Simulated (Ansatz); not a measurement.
**BCl3H2S: one molecule under many settings**

How do the results and run time of BCl3H2S respond when the settings are drawn wide?

Program: Ansatz 0.2.0, Gaussian basis. Level of theory: the settings change from run to run. These are calculated values, not measurements.

**1. The geometry**

An earlier PBE0-D4 in a triple-zeta def2 set relaxation fixed the geometry.

SMILES `[SH2+][B-](Cl)(Cl)Cl`, 7 atoms, charge 0, spin multiplicity 1.

Atoms are counted from 1 here; the program's logs count them from 0.

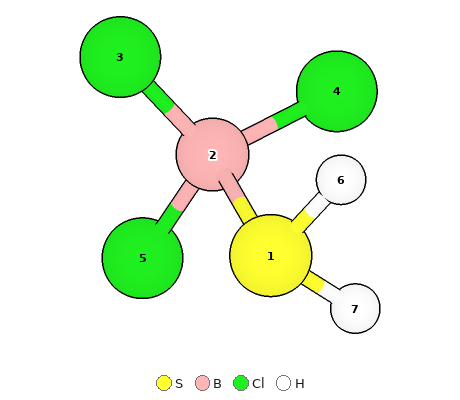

The geometry (sulfur yellow, boron pink, chlorine green, hydrogen white); atoms are numbered from 1 in the order of the file.

**2. wPBEh/aug-pcseg-2**

Options: multiplicity 3, restricted open-shell orbitals, atoms shaken by 0.15 Å.

Contents of in.yaml:

```yaml
crystal:
  periodic: [false, false, false]
  atoms:
    - {symbol: S, position_ang: [-0.388810, 1.269517, 0.608483]}
    - {symbol: B, position_ang: [0.252754, -0.781001, -0.129038]}
    - {symbol: Cl, position_ang: [0.986887, -1.418226, 1.378669]}
    - {symbol: Cl, position_ang: [-0.961648, -1.525291, -0.851361]}
    - {symbol: Cl, position_ang: [1.939945, -0.036645, -1.268988]}
    - {symbol: H, position_ang: [-1.541122, 0.730794, 0.963692]}
    - {symbol: H, position_ang: [-0.973268, 1.446526, -0.269670]}
basis:
  gaussian: {orbitals: aug-pcseg-2}
magnetization: {spin_polarized: false, initial_magnetization: 2}
hamiltonian: {xc: {name: wPBEh}}
output: {forces: true}
```

The run is started by

```bash
ansatz run in.yaml --threads 4 --pin off --events-out ev --progress --plain --max-ram 10444MiB
```

Log, cut to the lines that bear on the results:

```text
Functional definition: wPBEh
  name "wPBEh"
  cite "Heyd, Scuseria & Ernzerhof, J. Chem. Phys. 118, 8207 (2003) doi:10.1063/1.1564060"
  cite "Krukau, Vydrov, Izmaylov & Scuseria, J. Chem. Phys. 125, 224106 (2006) doi:10.1063/1.2404663"
  cite "Heyd & Scuseria, J. Chem. Phys. 120, 7274 (2004) doi:10.1063/1.1668634"
  cite "Ernzerhof & Perdew, J. Chem. Phys. 109, 3313 (1998) doi:10.1063/1.476928"
  cite "Perdew, Burke & Ernzerhof, Phys. Rev. Lett. 77, 3865 (1996) doi:10.1103/PhysRevLett.77.3865"
  parent pbe
[...]
1680 factors; their error is unknown
146 factors; integrals over basis functions are off by at most 1.4e-6 eV
[...]
mean field -49094.83161373 eV, -1804.2017841323 hartree, gradient 9.7e-6 eV, S^2 2.000000; 12 other end points of the search recorded, 0 dependent functions left out
[...]
reference -49094.83169677 eV, -1804.2017871842 hartree; 38, 36 occupied and 254, 256 virtual orbitals, 1680 factors
Total energy: -49094.83169677 eV, -1804.2017871842 hartree
Atom 0 at    -0.388810     1.269517     0.608483 Å, force     8.200456    -0.025573    12.711600 eV/Å
Atom 1 at     0.252754    -0.781001    -0.129038 Å, force     4.871415     0.684412     1.586625 eV/Å
Atom 2 at     0.986887    -1.418226     1.378669 Å, force    -0.061512     0.007850     0.132601 eV/Å
Atom 3 at    -0.961648    -1.525291    -0.851361 Å, force    -3.736050    -2.388801    -2.585227 eV/Å
Atom 4 at     1.939945    -0.036645    -1.268988 Å, force    -1.277539    -0.097153     0.532244 eV/Å
Atom 5 at    -1.541122     0.730794     0.963692 Å, force    -0.569995    -1.321324     1.097520 eV/Å
Atom 6 at    -0.973268     1.446526    -0.269670 Å, force    -7.426775     3.140589   -13.475365 eV/Å
Dipole moment:    -0.572329     0.373864     0.085678 e Å
```

Wall time 2.5 min (4 threads of Arm Neoverse V1, shared host); peak memory 2.3 GiB.

Largest force 15.704 eV/Å, dipole 3.31 D.

**3. CAM-B3LYP/aug-cc-pVDZ**

Options: D4 dispersion.

Contents of in.yaml:

```yaml
crystal:
  periodic: [false, false, false]
  atoms:
    - {symbol: S, position_ang: [-0.251120, 1.212509, 0.493074]}
    - {symbol: B, position_ang: [0.523346, -0.631959, -0.162739]}
    - {symbol: Cl, position_ang: [1.115126, -1.344333, 1.386388]}
    - {symbol: Cl, position_ang: [-0.857302, -1.509344, -0.923918]}
    - {symbol: Cl, position_ang: [1.807810, -0.094224, -1.310995]}
    - {symbol: H, position_ang: [-1.360005, 0.749686, 1.099648]}
    - {symbol: H, position_ang: [-0.916655, 1.549666, -0.627259]}
basis:
  gaussian: {orbitals: aug-cc-pVDZ}
hamiltonian: {xc: {name: CAM-B3LYP}, dispersion: d4}
output: {forces: true}
```

The command is unchanged.

Log, cut to the lines that bear on the results:

```text
Functional definition: CAM-B3LYP
  name "CAM-B3LYP"
  cite "Yanai, Tew & Handy, Chem. Phys. Lett. 393, 51 (2004) doi:10.1016/j.cplett.2004.06.011"
  cite "Iikura, Tsuneda, Yanai & Hirao, J. Chem. Phys. 115, 3540 (2001) doi:10.1063/1.1383587"
  cite "Becke, Phys. Rev. A 38, 3098 (1988) doi:10.1103/PhysRevA.38.3098"
  cite "Lee, Yang & Parr, Phys. Rev. B 37, 785 (1988) doi:10.1103/PhysRevB.37.785"
  cite "Vosko, Wilk & Nusair, Can. J. Phys. 58, 1200 (1980) doi:10.1139/p80-159"
[...]
  # Exact exchange under (alpha + beta erf(omega r))/r, Becke's under what is left of 1/r.
[...]
1476 factors; integrals over basis functions are off by at most 7.4e-4 eV
559 factors; integrals over basis functions are off by at most 2.2e-5 eV
[...]
mean field -49116.93492361 eV, -1805.0140657885 hartree, gradient 3.1e-5 eV, S^2 0.000000; 0 other end points of the search recorded, 0 dependent functions left out
[...]
reference -49116.93507111 eV, -1805.0140712090 hartree; 37, 37 occupied and 112, 112 virtual orbitals, 1476 factors
Total energy: -49117.18544788 eV, -1805.0232723855 hartree
Atom 0 at    -0.251120     1.212509     0.493074 Å, force     0.199311     0.186905     0.137820 eV/Å
Atom 1 at     0.523346    -0.631959    -0.162739 Å, force    -0.001095     0.090206     0.041525 eV/Å
Atom 2 at     1.115126    -1.344333     1.386388 Å, force     0.120035    -0.171036     0.256920 eV/Å
Atom 3 at    -0.857302    -1.509344    -0.923918 Å, force    -0.232036    -0.166739    -0.136833 eV/Å
Atom 4 at     1.807810    -0.094224    -1.310995 Å, force     0.242582     0.049853    -0.220023 eV/Å
Atom 5 at    -1.360005     0.749686     1.099648 Å, force    -0.214551    -0.085177     0.155635 eV/Å
Atom 6 at    -0.916655     1.549666    -0.627259 Å, force    -0.114245     0.095988    -0.235044 eV/Å
Dipole moment:    -0.589279     0.763754     0.202632 e Å
```

It took 4.2 s on 4 threads of Arm Neoverse V1, shared host; peak memory 0.57 GiB.

Largest force 0.331 eV/Å, dipole 4.73 D.

**4. B97/x2c-TZVPPall**

Set apart from the defaults: multiplicity 3, finite nuclei, the search for lower states set to full.

Edit in.yaml of step 3 so:

```diff
@@ -11,4 +11,5 @@
 basis:
-  gaussian: {orbitals: aug-cc-pVDZ}
-hamiltonian: {xc: {name: CAM-B3LYP}, dispersion: d4}
-output: {forces: true}
+  gaussian: {orbitals: x2c-TZVPPall, nuclear_model: gaussian}
+magnetization: {spin_polarized: true, initial_magnetization: 2}
+hamiltonian: {xc: {name: B97}}
+scf: {lower_state_search: full}
```

Launched as before.

Log, cut to the lines that bear on the results:

```text
Functional definition: B97
  name "B97"
  cite "Becke, J. Chem. Phys. 107, 8554 (1997) doi:10.1063/1.475007"
[...]
      + integral(e_c_pw_opposite_spin*poly(b97_u_opposite, cos0, cos1, cos2))
1483 factors; their error is unknown
[...]
mean field -49250.48366897 eV, -1809.9218916579 hartree, gradient 7.5e-6 eV, S^2 2.003548; 17 other end points of the search recorded, 0 dependent functions left out
reference -49250.48369897 eV, -1809.9218927602 hartree; 38, 36 occupied and 189, 191 virtual orbitals, 1483 factors
Total energy: -49250.48369897 eV, -1809.9218927602 hartree
Relativity: scalar
```

Wall time 2.4 min (4 threads of Arm Neoverse V1, shared host); peak memory 1.5 GiB.

⟨S²⟩ 2.004.

**5. RPA/cc-pVTZ-DK**

Edit in.yaml of step 4 so:

```diff
@@ -11,5 +11,4 @@
 basis:
-  gaussian: {orbitals: x2c-TZVPPall, nuclear_model: gaussian}
-magnetization: {spin_polarized: true, initial_magnetization: 2}
-hamiltonian: {xc: {name: B97}}
-scf: {lower_state_search: full}
+  gaussian: {orbitals: cc-pVTZ-DK}
+hamiltonian: {xc: {name: HF}}
+correlation: {method: rpa}
```

The command is unchanged.

Log:

```text
Functional definition: HF
  name "HF"
  cite "Fock, Z. Phys. 61, 126 (1930) doi:10.1007/BF01340294"
  parent pbe
  exchange = exact_x
  correlation = 0
1143 factors; integrals over basis functions are off by at most 6.9e-4 eV
mean field evaluation 1: about -49178.9645 eV, gradient 2.3e1 eV
mean field evaluation 2: about -49179.3094 eV, gradient 2.4e1 eV
mean field evaluation 4: about -49181.3797 eV, gradient 3.6e0 eV
mean field evaluation 8: about -49181.4467 eV, gradient 2.4e-1 eV
mean field evaluation 16: about -49181.4471 eV, gradient 1.5e-6 eV
mean field -49181.44712098 eV, -1807.3848453139 hartree, gradient 1.5e-6 eV, S^2 0.000000; 0 other end points of the search recorded, 0 dependent functions left out
21 core orbitals not correlated: weight in the atoms' cores, before any rotation towards them, 1.000 or more for the frozen orbitals, at most 0.000 for the correlated occupied ones
reference -49181.44712098 eV, -1807.3848453139 hartree; 16, 16 occupied and 157, 157 virtual orbitals, 1143 factors
Total energy: -49209.19002199 eV, -1808.4043781212 hartree
Relativity: scalar
```

It took 3 s on 4 threads of Arm Neoverse V1, shared host; peak memory 0.43 GiB.

**6. B3LYP/def2-SVP**

This run has D3(BJ) dispersion, relativity set to scalar.

Edit in.yaml of step 5 so:

```diff
@@ -11,4 +11,3 @@
 basis:
-  gaussian: {orbitals: cc-pVTZ-DK}
-hamiltonian: {xc: {name: HF}}
-correlation: {method: rpa}
+  gaussian: {orbitals: def2-SVP}
+hamiltonian: {xc: {name: B3LYP}, dispersion: d3bj, pseudopotentials: {relativity: scalar}}
```

Launched as before.

Log, cut to the lines that bear on the results:

```text
Functional definition: B3LYP
  name "B3LYP"
  cite "Stephens, Devlin, Chabalowski & Frisch, J. Phys. Chem. 98, 11623 (1994) doi:10.1021/j100096a001"
  cite "Becke, Phys. Rev. A 38, 3098 (1988) doi:10.1103/PhysRevA.38.3098"
  cite "Lee, Yang & Parr, Phys. Rev. B 37, 785 (1988) doi:10.1103/PhysRevB.37.785"
  cite "Vosko, Wilk & Nusair, Can. J. Phys. 58, 1200 (1980) doi:10.1139/p80-159"
[...]
895 factors; integrals over basis functions are off by at most 1.0e-3 eV
[...]
mean field -49229.59718862 eV, -1809.1543276622 hartree, gradient 2.3e-5 eV, S^2 0.000000; 0 other end points of the search recorded, 0 dependent functions left out
reference -49229.59741636 eV, -1809.1543360316 hartree; 37, 37 occupied and 59, 59 virtual orbitals, 895 factors
Total energy: -49230.11429139 eV, -1809.1733308387 hartree
Relativity: scalar
```

It took 1.2 s on 4 threads of Arm Neoverse V1, shared host; peak memory 0.43 GiB.

**7. B3LYP5/def2-mTZVP**

This run has coordinates scaled by 0.96, a grid of angular degree 47, high accuracy.

Contents of in.yaml:

```yaml
crystal:
  periodic: [false, false, false]
  atoms:
    - {symbol: S, position_ang: [-0.241075, 1.164009, 0.473351]}
    - {symbol: B, position_ang: [0.502412, -0.606681, -0.156229]}
    - {symbol: Cl, position_ang: [1.070521, -1.290559, 1.330933]}
    - {symbol: Cl, position_ang: [-0.823010, -1.448971, -0.886962]}
    - {symbol: Cl, position_ang: [1.735498, -0.090455, -1.258555]}
    - {symbol: H, position_ang: [-1.305605, 0.719698, 1.055662]}
    - {symbol: H, position_ang: [-0.879989, 1.487679, -0.602168]}
basis:
  gaussian: {orbitals: def2-mTZVP, final_grid: {core_spheres: 20, valence_spheres: 16, degree: 47}}
hamiltonian: {xc: {name: B3LYP5}}
accuracy: high
output: {forces: true}
```

The command is unchanged.

Log, cut to the lines that bear on the results:

```text
Functional definition: B3LYP5
  name "B3LYP5"
  cite "Stephens, Devlin, Chabalowski & Frisch, J. Phys. Chem. 98, 11623 (1994) doi:10.1021/j100096a001"
  cite "Becke, Phys. Rev. A 38, 3098 (1988) doi:10.1103/PhysRevA.38.3098"
  cite "Lee, Yang & Parr, Phys. Rev. B 37, 785 (1988) doi:10.1103/PhysRevB.37.785"
  cite "Vosko, Wilk & Nusair, Can. J. Phys. 58, 1200 (1980) doi:10.1139/p80-159"
[...]
2212 factors; integrals over basis functions are off by at most 4.6e-9 eV
[...]
mean field -49109.65308559 eV, -1804.7464631770 hartree, gradient 5.4e-8 eV, S^2 0.000000; 0 other end points of the search recorded, 0 dependent functions left out
[...]
reference -49109.65312500 eV, -1804.7464646251 hartree; 37, 37 occupied and 76, 76 virtual orbitals, 2212 factors
Total energy: -49109.65312500 eV, -1804.7464646251 hartree
Atom 0 at    -0.241075     1.164009     0.473351 Å, force     1.750069     1.350451     1.075102 eV/Å
Atom 1 at     0.502412    -0.606681    -0.156229 Å, force    -0.241273     0.584876     0.209121 eV/Å
Atom 2 at     1.070521    -1.290559     1.330933 Å, force     0.952605    -1.204083     2.308687 eV/Å
Atom 3 at    -0.823010    -1.448971    -0.886962 Å, force    -2.039873    -1.439937    -1.191128 eV/Å
Atom 4 at     1.735498    -0.090455    -1.258555 Å, force     2.004190     0.693458    -1.786069 eV/Å
Atom 5 at    -1.305605     0.719698     1.055662 Å, force    -1.530586    -0.565809     0.929728 eV/Å
Atom 6 at    -0.879989     1.487679    -0.602168 Å, force    -0.895130     0.581042    -1.545440 eV/Å
Dipole moment:    -0.609742     0.755921     0.193749 e Å
```

It took 4.9 s on 4 threads of Arm Neoverse V1, shared host; peak memory 0.49 GiB.

Largest force 2.773 eV/Å, dipole 4.76 D.

**8. revPBE0/def2-SVPD**

Options: relativity set to none, high accuracy.

Contents of in.yaml:

```yaml
crystal:
  periodic: [false, false, false]
  atoms:
    - {symbol: S, position_ang: [-0.251120, 1.212509, 0.493074]}
    - {symbol: B, position_ang: [0.523346, -0.631959, -0.162739]}
    - {symbol: Cl, position_ang: [1.115126, -1.344333, 1.386388]}
    - {symbol: Cl, position_ang: [-0.857302, -1.509344, -0.923918]}
    - {symbol: Cl, position_ang: [1.807810, -0.094224, -1.310995]}
    - {symbol: H, position_ang: [-1.360005, 0.749686, 1.099648]}
    - {symbol: H, position_ang: [-0.916655, 1.549666, -0.627259]}
basis:
  gaussian: {orbitals: def2-SVPD}
hamiltonian: {xc: {name: revPBE0}, pseudopotentials: {relativity: none}}
accuracy: high
```

Launched as before.

Log, cut to the lines that bear on the results:

```text
Functional definition: revPBE0
  name "revPBE0"
  cite "Zhang & Yang, Phys. Rev. Lett. 80, 890 (1998) doi:10.1103/PhysRevLett.80.890"
  cite "Adamo & Barone, J. Chem. Phys. 110, 6158 (1999) doi:10.1063/1.478522"
  cite "Perdew, Burke & Ernzerhof, Phys. Rev. Lett. 77, 3865 (1996) doi:10.1103/PhysRevLett.77.3865"
[...]
2756 factors; integrals over basis functions are off by at most 3.6e-9 eV
[...]
mean field -49092.65734539 eV, -1804.1218812447 hartree, gradient 7.7e-8 eV, S^2 0.000000; 0 other end points of the search recorded, 0 dependent functions left out
reference -49092.65734894 eV, -1804.1218813751 hartree; 37, 37 occupied and 107, 107 virtual orbitals, 2756 factors
Total energy: -49092.65734894 eV, -1804.1218813751 hartree
```

It took 7 s on 4 threads of Arm Neoverse V1, shared host; peak memory 0.73 GiB.

**9. BLYP/def2-mTZVPP**

This run has charge -1, multiplicity 2, D4 dispersion, relativity set to none.

Edit in.yaml of step 8 so:

```diff
@@ -11,4 +11,6 @@
 basis:
-  gaussian: {orbitals: def2-SVPD}
-hamiltonian: {xc: {name: revPBE0}, pseudopotentials: {relativity: none}}
-accuracy: high
+  gaussian: {orbitals: def2-mTZVPP}
+total_charge: -1
+magnetization: {spin_polarized: true, initial_magnetization: 1}
+hamiltonian: {xc: {name: BLYP}, dispersion: d4, pseudopotentials: {relativity: none}}
+output: {forces: true}
```

Same command.

Log, cut to the lines that bear on the results:

```text
Functional definition: BLYP
  name "BLYP"
  cite "Becke, Phys. Rev. A 38, 3098 (1988) doi:10.1103/PhysRevA.38.3098"
  cite "Lee, Yang & Parr, Phys. Rev. B 37, 785 (1988) doi:10.1103/PhysRevB.37.785"
[...]
1324 factors; their error is unknown
[...]
mean field -49114.29309229 eV, -1804.9169802783 hartree, gradient 7.5e-6 eV, S^2 0.752134; 7 other end points of the search recorded, 0 dependent functions left out
[...]
reference -49114.29344460 eV, -1804.9169932252 hartree; 38, 37 occupied and 99, 100 virtual orbitals, 1324 factors
Total energy: -49114.98002812 eV, -1804.9422247043 hartree
Atom 0 at    -0.251120     1.212509     0.493074 Å, force     1.246550     2.635192     1.545209 eV/Å
Atom 1 at     0.523346    -0.631959    -0.162739 Å, force    -0.532962    -0.111227    -0.188693 eV/Å
Atom 2 at     1.115126    -1.344333     1.386388 Å, force     0.392601    -0.508036     0.836338 eV/Å
Atom 3 at    -0.857302    -1.509344    -0.923918 Å, force    -0.853077    -0.848523    -0.612313 eV/Å
Atom 4 at     1.807810    -0.094224    -1.310995 Å, force     0.782339     0.194617    -0.680213 eV/Å
Atom 5 at    -1.360005     0.749686     1.099648 Å, force    -0.884280    -1.343988     0.982837 eV/Å
Atom 6 at    -0.916655     1.549666    -0.627259 Å, force    -0.151171    -0.018035    -1.883166 eV/Å
Dipole moment:    -0.153058     0.069963    -0.006781 e Å
```

Wall time 6 s (4 threads of Arm Neoverse V1, shared host); peak memory 0.43 GiB.

Largest force 3.299 eV/Å, ⟨S²⟩ 0.752.

**10. wB97M-V/ANO-RCC-VTZP**

This run has multiplicity 3.

Edit in.yaml of step 9 so:

```diff
@@ -11,6 +11,5 @@
 basis:
-  gaussian: {orbitals: def2-mTZVPP}
-total_charge: -1
-magnetization: {spin_polarized: true, initial_magnetization: 1}
-hamiltonian: {xc: {name: BLYP}, dispersion: d4, pseudopotentials: {relativity: none}}
+  gaussian: {orbitals: ANO-RCC-VTZP}
+magnetization: {spin_polarized: true, initial_magnetization: 2}
+hamiltonian: {xc: {name: wB97M-V}}
 output: {forces: true}
```

Launched as before.

Log, cut to the lines that bear on the results:

```text
Functional definition: wB97M-V
  name "wB97M-V"
  cite "Mardirossian & Head-Gordon, J. Chem. Phys. 144, 214110 (2016) doi:10.1063/1.4952647"
  cite "Becke, J. Chem. Phys. 107, 8554 (1997) doi:10.1063/1.475007"
  cite "Vydrov & Van Voorhis, J. Chem. Phys. 133, 244103 (2010) doi:10.1063/1.3521275"
  # Of w^i u^j: cxij and so on, Table III.
[...]
  gx(w, u) = 1 - cx + cx01*u + cx10*w
  gss(w, u) = css00 + css04*u^4 + css10*w + css20*w^2 + css43*w^4*u^3
  gos(w, u) = cos00 + cos10*w + (cos20 + cos21*u)*w^2 + (cos60 + cos61*u)*w^6
[...]
      + integral(e_c_pw_mod_opposite_spin*gos(b97_w_opposite, b97_u_opposite)) + vv10(b, c)
1740 factors; their error is unknown
335 factors; integrals over basis functions are off by at most 1.0e-5 eV
[...]
mean field -49253.94903630 eV, -1810.0492415583 hartree, gradient 8.3e-7 eV, S^2 2.003334; 6 other end points of the search recorded, 0 dependent functions left out
[...]
reference -49253.94910936 eV, -1810.0492442431 hartree; 38, 36 occupied and 156, 158 virtual orbitals, 1740 factors
Total energy: -49253.94910936 eV, -1810.0492442431 hartree
Relativity: scalar
Atom 0 at    -0.251120     1.212509     0.493074 Å, force     0.244486     2.867677     1.397065 eV/Å
Atom 1 at     0.523346    -0.631959    -0.162739 Å, force     1.087661    -2.807443    -1.022292 eV/Å
Atom 2 at     1.115126    -1.344333     1.386388 Å, force    -0.299322     0.457290    -0.061920 eV/Å
Atom 3 at    -0.857302    -1.509344    -0.923918 Å, force    -0.258541     0.513612     0.171567 eV/Å
Atom 4 at     1.807810    -0.094224    -1.310995 Å, force    -0.377811     0.314545     0.245262 eV/Å
Atom 5 at    -1.360005     0.749686     1.099648 Å, force    -0.497367    -1.214382     0.806910 eV/Å
Atom 6 at    -0.916655     1.549666    -0.627259 Å, force     0.100894    -0.131300    -1.536593 eV/Å
Dipole moment:    -0.379043     0.464180     0.118047 e Å
```

It took 2.7 min on 4 threads of Arm Neoverse V1, shared host; peak memory 1.8 GiB.

Largest force 3.199 eV/Å, dipole 2.93 D, ⟨S²⟩ 2.003.

**11. All runs side by side**

```
                level  charge  multiplicity  geometry  functions  energy (eV)     time
    wPBEh/aug-pcseg-2       0             3    shaken        292   -49094.832  2.5 min
CAM-B3LYP/aug-cc-pVDZ       0             1   relaxed        149   -49117.185    4.2 s
     B97/x2c-TZVPPall       0             3   relaxed        227   -49250.484  2.4 min
       RPA/cc-pVTZ-DK       0             1   relaxed        194   -49209.190      3 s
       B3LYP/def2-SVP       0             1   relaxed         96   -49230.114    1.2 s
    B3LYP5/def2-mTZVP       0             1    scaled        113   -49109.653    4.9 s
    revPBE0/def2-SVPD       0             1   relaxed        144   -49092.657      7 s
     BLYP/def2-mTZVPP      -1             2   relaxed        137   -49114.980      6 s
 wB97M-V/ANO-RCC-VTZP       0             3   relaxed        194   -49253.949  2.7 min
```

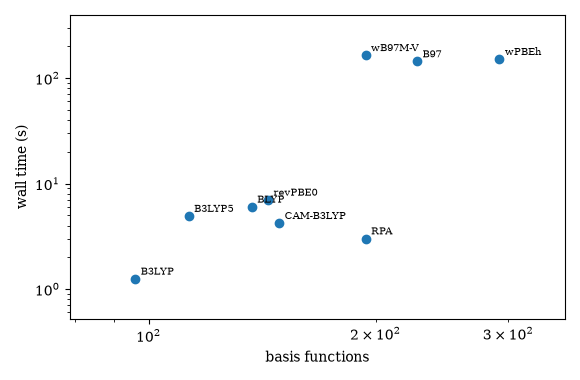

Wall time against the number of basis functions (shared host).

**12. Summary of results**

| quantity | value |
| --- | --- |
| runs | 9 |
| quickest | B3LYP/def2-SVP, 1.2 s |
| slowest | wB97M-V/ANO-RCC-VTZP, 2.7 min |
| spread of total energies, same state and geometry | 137.5 eV |

In words: wB97M-V/ANO-RCC-VTZP took 132 times as long as B3LYP/def2-SVP. The jobs differ in tasks and options as well as level. Total energies at one charge and spin differ by 137 eV between levels, so only differences within one level mean anything. Some of these runs are scalar-relativistic and others not, which shifts the totals of all-electron atoms past neon by eV; core potentials, where a basis has them, take the core out of the total altogether. At the PBE0-D4/def2-TZVP geometry and in the same state, runs without warnings or point charges leave forces up to 0.33 eV/Å (CAM-B3LYP/aug-cc-pVDZ), against 2.8 eV/Å where the atoms were moved.
